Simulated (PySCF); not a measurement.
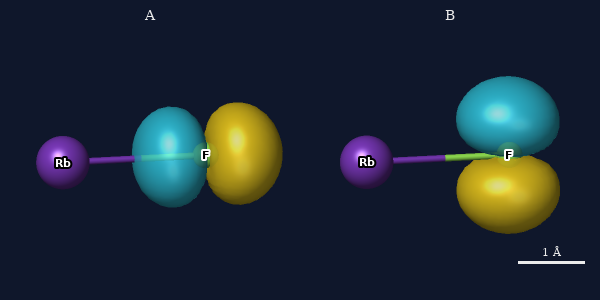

The picture shows: RbF. Two frontier orbitals, each drawn at the value that holds 80 % of its norm (yellow and cyan are the two phases), in no order; of a degenerate pair one member is drawn.

Level of theory: PySCF, PBE0/x2c-TZVPall, spin-free X2C-1e, Gaussian nucleus, at a bond length of 2.257 Å.

Question: Name the orbitals and rank them from lowest to highest energy.

Answer: Orbital B: π, occupied, −6.48 eV; mainly on F (95 %).
Orbital A: σ, occupied, −6.40 eV; mainly on F (90 %).
